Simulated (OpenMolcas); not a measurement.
# InHCl2: excited-state calculation (part 3 of 3)

Continued. System: InHCl2. Method: CASPT2/ANO-RCC-VDZ, DKH2 (OpenMolcas 26.06). Some settings of this run were made unusual or wrong on purpose. The geometry comes from this level: PBE0-D4/def2-TZVP.

Geometry of the input (Å):
```
Cl -1.8073  0.7088  -0.9926
In 0.1497  0.1322  0.0956
Cl 0.5380  -2.1460  0.0198
H  1.1752  1.2446  0.8569
```

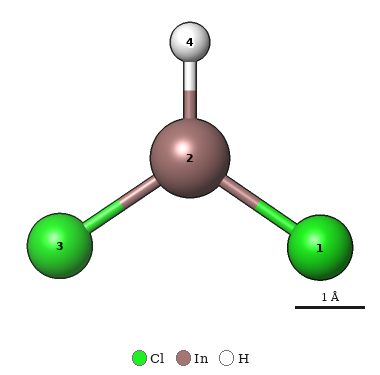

**Figure 1.** The input geometry (ball-and-stick view, seen on its broad side; atoms are numbered from 1 in the order of the input). Sticks mark near contacts.

**What the program printed, continued**
```
--- Stop Module: rasscf /rc=_RC_ALL_IS_WELL_ ---
           step19.RasOrb.1 step19.RasOrb.2 step19.RasOrb.3 step19.RasOrb.4 step19.rasscf.h5 step19.SpdOrb.1 step19.SpdOrb.2 step19.SpdOrb.3 step19.SpdOrb.4 xmldump
--- Module rasscf spent 3 seconds ---

--- Start Module: caspt2 ---

                                              &CASPT2

                       available to each process: 1.9 GB of memory, 1 thread

++    Wave function specifications:
      -----------------------------

      Number of closed shell electrons          24
      Number of electrons in active shells       4
      Max number of holes in RAS1 space          0
      Max number of electrons in RAS3 space      0
      Number of inactive orbitals               12
      Number of active orbitals                  3
      Number of secondary orbitals              16
      Spin quantum number                      0.0
      State symmetry                             1
      Number of CSFs                             6
      Number of CASSCF root(s) available         4
      CASPT2 state passed to geometry opt.       4
      A file JOBMIX will be created
      This is a MULTI-STATE CASSCF reference
      Number of CI roots used                    4
      These are:                                 1   2   3   4
      Off-diagonal elements of Heff are computed
--

++    Orbital specifications:
      -----------------------

      Symmetry species                           1
                                                 a
      Frozen orbitals                           28
      Inactive orbitals                         12
      Active orbitals                            3
      Secondary orbitals                        16
      Deleted orbitals                           0
      Number of basis functions                 59
--

++    CASPT2 specifications:
      ----------------------

      Type of calculation                        MS-CASPT2
      Fock operator                              state-specific
      IPEA shift                                 3.00
      Real shift                                 0.00
      Imaginary shift                            0.00
      The input orbitals will be transformed to quasi-canonical
--

--------------------------------------------------------------------------------
 Estimated memory requirements:
  POLY3 :                   250202
  RHS:                      262530
  SIGMA :                   271216
  PRPCTL:                        0
 Available workspace:    232490240

++ CASPT2 computation for group   1

********************************************************************************
 Multi-State initialization phase begins for group   1
--------------------------------------------------------------------------------
********************************************************************************
 Compute H0 matrices for state    1
--------------------------------------------------------------------------------
--------------------------------------------------------------------------------
 H0 matrices have been computed.

********************************************************************************
  CASPT2 EQUATION SOLUTION
--------------------------------------------------------------------------------

  Total nr of CASPT2 parameters:
   Before reduction:       40710
   After  reduction:       37802

 Variance of |WF0>:       0.2679621959

 The contributions to the second order correlation energy in atomic units.
-----------------------------------------------------------------------------------------------------------------------------
  IT.      VJTU        VJTI        ATVX        AIVX        VJAI        BVAT        BJAT        BJAI        TOTAL       RNORM
-----------------------------------------------------------------------------------------------------------------------------
   1    -0.000006   -0.000574   -0.002296   -0.016179   -0.002126   -0.004730   -0.024912   -0.069097   -0.119920    0.001182
   2    -0.000006   -0.000574   -0.002282   -0.016151   -0.002125   -0.004733   -0.024940   -0.069151   -0.119962    0.000081
   3    -0.000006   -0.000574   -0.002283   -0.016149   -0.002125   -0.004733   -0.024943   -0.069154   -0.119966    0.000004
-----------------------------------------------------------------------------------------------------------------------------

  FINAL CASPT2 RESULT:

      Reference energy:       -6799.5372226501
      E2 (Non-variational):      -0.1199659899
      E2 (Variational):          -0.1199659786
      Total energy:           -6799.6571886287
      Residual norm:              0.0000002876
      Reference weight:           0.94460

      Contributions to the CASPT2 correlation energy
      Active & Virtual Only:         -0.0070155668
      One Inactive Excited:          -0.0410977119
      Two Inactive Excited:          -0.0718527112

++ Denominators, etc.
--------------------------------------------------------------------------------------------------------------
 Report on small energy denominators, large coefficients, and large energy contributions.
CASE  SYMM ACTIVE-MIX  NON-ACTIVE INDICES          DENOMINATOR     RHS VALUE       COEFFICIENT     CONTRIBUTION
AIVX     1  Mu1.0001  In1.040 Se1.044               1.26064248      0.04789508     -0.03316213     -0.00158830
AIVX     1  Mu1.0001  In1.037 Se1.045               1.29667935      0.03937719     -0.02706157     -0.00106561
BJAIP    1  Se1.044 In1.036 Se1.044 In1.036         1.28861755      0.04370446     -0.03379515     -0.00147700
BJAIP    1  Se1.044 In1.040 Se1.044 In1.040         1.05344783      0.02843245     -0.02545245     -0.00072368
--

   (Skipping property calculation,
    use PROP keyword to activate)
--

++ CASPT2 computation for group   2

********************************************************************************
 Multi-State initialization phase begins for group   2
--------------------------------------------------------------------------------
********************************************************************************
 Compute H0 matrices for state    2
--------------------------------------------------------------------------------
--------------------------------------------------------------------------------
 H0 matrices have been computed.

********************************************************************************
  CASPT2 EQUATION SOLUTION
--------------------------------------------------------------------------------

  Total nr of CASPT2 parameters:
   Before reduction:       40710
   After  reduction:       38060

 Variance of |WF0>:       0.2665157586

 The contributions to the second order correlation energy in atomic units.
-----------------------------------------------------------------------------------------------------------------------------
  IT.      VJTU        VJTI        ATVX        AIVX        VJAI        BVAT        BJAT        BJAI        TOTAL       RNORM
-----------------------------------------------------------------------------------------------------------------------------
   1    -0.000025   -0.000238   -0.003058   -0.016042   -0.001457   -0.002366   -0.019490   -0.068921   -0.111596    0.000013
-----------------------------------------------------------------------------------------------------------------------------

  FINAL CASPT2 RESULT:

      Reference energy:       -6799.3036753370
      E2 (Non-variational):      -0.1115965675
      E2 (Variational):          -0.1115965711
      Total energy:           -6799.4152719081
      Residual norm:              0.0000000685
      Reference weight:           0.95067

      Contributions to the CASPT2 correlation energy
      Active & Virtual Only:         -0.0054236278
      One Inactive Excited:          -0.0355573447
      Two Inactive Excited:          -0.0706155950

++ Denominators, etc.
--------------------------------------------------------------------------------------------------------------
 Report on small energy denominators, large coefficients, and large energy contributions.
CASE  SYMM ACTIVE-MIX  NON-ACTIVE INDICES          DENOMINATOR     RHS VALUE       COEFFICIENT     CONTRIBUTION
BJAIP    1  Se1.044 In1.036 Se1.044 In1.036         1.31762554      0.03430177     -0.02603293     -0.00089298
BJAIP    1  Se1.044 In1.040 Se1.044 In1.040         1.00948095      0.03265783     -0.03235111     -0.00105652
BJAIP    1  Se1.044 In1.040 Se1.047 In1.040         1.27928198     -0.04028069      0.03148695     -0.00126832
BJAIP    1  Se1.047 In1.040 Se1.047 In1.040         1.54908301      0.04385706     -0.02831163     -0.00124167
--

   (Skipping property calculation,
    use PROP keyword to activate)
--

++ CASPT2 computation for group   3

********************************************************************************
 Multi-State initialization phase begins for group   3
--------------------------------------------------------------------------------
********************************************************************************
 Compute H0 matrices for state    3
--------------------------------------------------------------------------------
--------------------------------------------------------------------------------
 H0 matrices have been computed.

********************************************************************************
  CASPT2 EQUATION SOLUTION
--------------------------------------------------------------------------------

  Total nr of CASPT2 parameters:
   Before reduction:       40710
   After  reduction:       37802

 Variance of |WF0>:       0.2674500483

 The contributions to the second order correlation energy in atomic units.
-----------------------------------------------------------------------------------------------------------------------------
  IT.      VJTU        VJTI        ATVX        AIVX        VJAI        BVAT        BJAT        BJAI        TOTAL       RNORM
-----------------------------------------------------------------------------------------------------------------------------
   1    -0.000029   -0.000399   -0.003030   -0.016601   -0.001355   -0.002631   -0.020066   -0.069081   -0.113192    0.000075
-----------------------------------------------------------------------------------------------------------------------------

  FINAL CASPT2 RESULT:

      Reference energy:       -6799.2823424624
      E2 (Non-variational):      -0.1131995193
      E2 (Variational):          -0.1131995485
      Total energy:           -6799.3955420109
      Residual norm:              0.0000005892
      Reference weight:           0.94969

      Contributions to the CASPT2 correlation energy
      Active & Virtual Only:         -0.0056613214
      One Inactive Excited:          -0.0366983553
      Two Inactive Excited:          -0.0708398426

++ Denominators, etc.
--------------------------------------------------------------------------------------------------------------
 Report on small energy denominators, large coefficients, and large energy contributions.
CASE  SYMM ACTIVE-MIX  NON-ACTIVE INDICES          DENOMINATOR     RHS VALUE       COEFFICIENT     CONTRIBUTION
BJAIP    1  Se1.044 In1.036 Se1.044 In1.036         1.30565366      0.03465468     -0.02650808     -0.00091863
BJAIP    1  Se1.044 In1.040 Se1.044 In1.040         1.00895891      0.03115851     -0.03086568     -0.00096173
BJAIP    1  Se1.044 In1.040 Se1.047 In1.040         1.27836644     -0.03842708      0.03004380     -0.00115450
BJAIP    1  Se1.047 In1.040 Se1.047 In1.040         1.54777398      0.04166847     -0.02691368     -0.00112145
--

   (Skipping property calculation,
    use PROP keyword to activate)
--

++ CASPT2 computation for group   4

********************************************************************************
 Multi-State initialization phase begins for group   4
--------------------------------------------------------------------------------
********************************************************************************
 Compute H0 matrices for state    4
--------------------------------------------------------------------------------
--------------------------------------------------------------------------------
 H0 matrices have been computed.

********************************************************************************
  CASPT2 EQUATION SOLUTION
--------------------------------------------------------------------------------

  Total nr of CASPT2 parameters:
   Before reduction:       40710
   After  reduction:       37802

 Variance of |WF0>:       0.2580969774

 The contributions to the second order correlation energy in atomic units.
-----------------------------------------------------------------------------------------------------------------------------
  IT.      VJTU        VJTI        ATVX        AIVX        VJAI        BVAT        BJAT        BJAI        TOTAL       RNORM
-----------------------------------------------------------------------------------------------------------------------------
   1    -0.000002   -0.000035   -0.005008   -0.016189   -0.001419   -0.006068   -0.016572   -0.066251   -0.111544    0.000881
   2    -0.000002   -0.000035   -0.005002   -0.016191   -0.001420   -0.006069   -0.016570   -0.066266   -0.111554    0.000076
   3    -0.000002   -0.000035   -0.005003   -0.016191   -0.001420   -0.006069   -0.016571   -0.066267   -0.111558    0.000004
-----------------------------------------------------------------------------------------------------------------------------

  FINAL CASPT2 RESULT:

      Reference energy:       -6799.0556341773
      E2 (Non-variational):      -0.1115575159
      E2 (Variational):          -0.1115575084
      Total energy:           -6799.1671916857
      Residual norm:              0.0000003268
      Reference weight:           0.94499

      Contributions to the CASPT2 correlation energy
      Active & Virtual Only:         -0.0110720432
      One Inactive Excited:          -0.0327630577
      Two Inactive Excited:          -0.0677224150

++ Denominators, etc.
--------------------------------------------------------------------------------------------------------------
 Report on small energy denominators, large coefficients, and large energy contributions.
CASE  SYMM ACTIVE-MIX  NON-ACTIVE INDICES          DENOMINATOR     RHS VALUE       COEFFICIENT     CONTRIBUTION
VJTU     1  Mu1.0001  In1.040                       0.27875242      0.00000292     -0.00000304     -0.00000000
ATVX     1  Mu1.0003  Se1.051                       1.64323767     -0.04398914      0.02508648     -0.00110353
AIVX     1  Mu1.0001  In1.036 Se1.044               1.25738818      0.03775008     -0.02611501     -0.00098584
BVATP    1  Mu1.0001  Se1.044 Se1.044               0.41627052     -0.03126486      0.07488203     -0.00234118
BJAIP    1  Se1.044 In1.040 Se1.044 In1.040         0.89119282      0.02720674     -0.02966743     -0.00080715
BJAIP    1  Se1.044 In1.040 Se1.046 In1.040         1.05445453     -0.03101492      0.02933025     -0.00090968
BJAIP    1  Se1.044 In1.040 Se1.053 In1.040         1.40059825      0.04160659     -0.02973236     -0.00123706
BJAIP    1  Se1.047 In1.040 Se1.053 In1.040         1.68553446     -0.04791103      0.02844027     -0.00136260
BJAIP    1  Se1.053 In1.040 Se1.053 In1.040         1.91000369      0.05477902     -0.02867961     -0.00157104
--

   (Skipping property calculation,
    use PROP keyword to activate)
--

  Total CASPT2 energies:
::    CASPT2 Root  1     Total energy:  -6799.65718863
::    CASPT2 Root  2     Total energy:  -6799.41527191
::    CASPT2 Root  3     Total energy:  -6799.39554201
::    CASPT2 Root  4     Total energy:  -6799.16719169

++ Multi-State CASPT2 section:
********************************************************************************
  MULTI-STATE CASPT2 SECTION
--------------------------------------------------------------------------------

  Output diagonal energies have been shifted. Add    6799.0000000000000

  Effective Hamiltonian matrix (Symmetric):

                1               2               3               4
   1    -13598.65718863
   2         0.00000093 -13598.41527191
   3         0.00290960     -0.00000048 -13598.39554201
   4         0.00024284      0.00000019      0.00221735 -13598.16719169

       Total MS-CASPT2 energies:
::    MS-CASPT2 Root  1     Total energy:  -6799.65722108
::    MS-CASPT2 Root  2     Total energy:  -6799.41527191
::    MS-CASPT2 Root  3     Total energy:  -6799.39553124
::    MS-CASPT2 Root  4     Total energy:  -6799.16717001

       Eigenvectors:
            0.99993813      0.00000413      0.01110967      0.00055324
           -0.00000386      1.00000000     -0.00002395      0.00000073
           -0.01111452      0.00002390      0.99989103      0.00971596
           -0.00044524     -0.00000097     -0.00972151      0.99995265

--

  THE ORIGINAL CI ARRAYS ARE NOW MIXED AS LINEAR
  COMBINATIONS, GIVEN BY THE EIGENVECTORS.
  A NEW JOBIPH FILE NAMED 'JOBMIX' IS PREPARED.
********************************************************************************

++ Mixed CI coefficients:
  The CI coefficients for the MIXED state nr.   1
--------------------------------------------------------------------------------
 CI COEFFICIENTS LARGER THAN  5.00E-02
  Occupation of active orbitals, and spin coupling
  of open shells. (u,d: Spin up or down).
  SGUGA info is (Midvert:IsyUp:UpperWalk/LowerWalk)
        Conf  SGUGA info        Occupation    Coefficient         Weight
           1  ( 1:1:   1/   1)   220             0.957854       0.917485
           4  ( 2:1:   1/   1)   u2d            -0.286025       0.081810

  The CI coefficients for the MIXED state nr.   2
--------------------------------------------------------------------------------
 CI COEFFICIENTS LARGER THAN  5.00E-02
  Occupation of active orbitals, and spin coupling
  of open shells. (u,d: Spin up or down).
  SGUGA info is (Midvert:IsyUp:UpperWalk/LowerWalk)
        Conf  SGUGA info        Occupation    Coefficient         Weight
           2  ( 1:1:   2/   1)   2ud             0.999999       0.999998

  The CI coefficients for the MIXED state nr.   3
--------------------------------------------------------------------------------
 CI COEFFICIENTS LARGER THAN  5.00E-02
  Occupation of active orbitals, and spin coupling
  of open shells. (u,d: Spin up or down).
  SGUGA info is (Midvert:IsyUp:UpperWalk/LowerWalk)
        Conf  SGUGA info        Occupation    Coefficient         Weight
           1  ( 1:1:   1/   1)   220            -0.285517       0.081520
           3  ( 1:1:   3/   1)   202            -0.134733       0.018153
           4  ( 2:1:   1/   1)   u2d            -0.939205       0.882107
           6  ( 3:1:   1/   1)   022             0.134982       0.018220

  The CI coefficients for the MIXED state nr.   4
--------------------------------------------------------------------------------
 CI COEFFICIENTS LARGER THAN  5.00E-02
  Occupation of active orbitals, and spin coupling
  of open shells. (u,d: Spin up or down).
  SGUGA info is (Midvert:IsyUp:UpperWalk/LowerWalk)
        Conf  SGUGA info        Occupation    Coefficient         Weight
           3  ( 1:1:   3/   1)   202            -0.705741       0.498070
           4  ( 2:1:   1/   1)   u2d             0.189951       0.036082
           6  ( 3:1:   1/   1)   022             0.681847       0.464915

--

--- Stop Module: caspt2 /rc=_RC_ALL_IS_WELL_ ---
--- Module caspt2 spent 1 second ---

.##################.
.# Happy landing! #.
.##################.

    Timing: Wall=11.93 User=10.52 System=1.29
```

**What the run reported**

- outcome: converged
- total energy: −6799.657221 hartree
- CASSCF energy: −6799.537223 hartree
- basis functions: 59
- wall time: 12 s
- peak memory: 0.42 GiB

**What went wrong**

Some settings of this run were drawn to be unusual or wrong (ipea set to 3.0 (from default)). It converged; results that depend on the unusual settings are not reference values.
